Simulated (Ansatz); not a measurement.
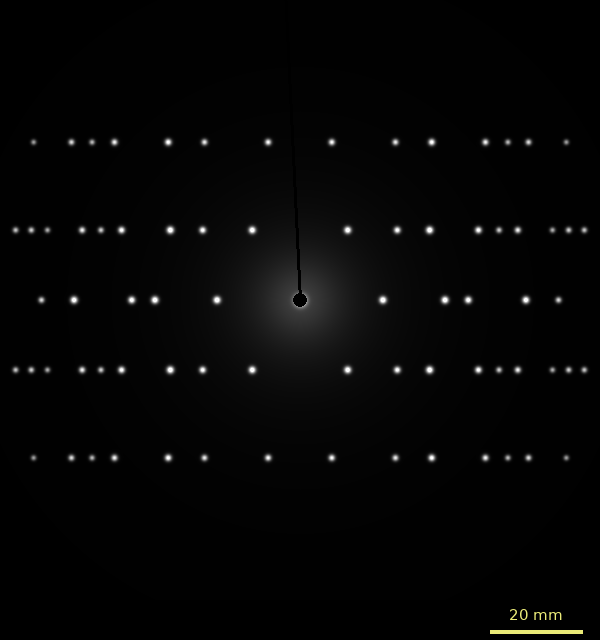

Simulated X-ray rotation photograph: Mo Kα radiation (λ = 0.7107 Å), cylindrical film of radius 57.3 mm unrolled, rotation axis vertical and normal to the beam, kinematic intensities without Lorentz or polarisation factors, the film spanning ±63° about the beam; spots down to d = 0.68 Å.

**What lattice repeat along the rotation axis do the layer lines give?**

The first layer line lies 15.4 mm from the equator, so tan ν = 0.268, sin ν = 0.259 and the period is λ/sin ν = 2.74 Å. Further lines follow at 34.7 mm.

The crystal is W, space group Im-3m (No. 229), a = 3.17 Å. Structure: the input geometry of an electronic-structure calculation (not necessarily at equilibrium).

**About which axis was it rotated?**

About [111] (or an equivalent direction), whose length in the conventional cell is 5.490 Å; the I centring shortens the period to 1/2 of it.
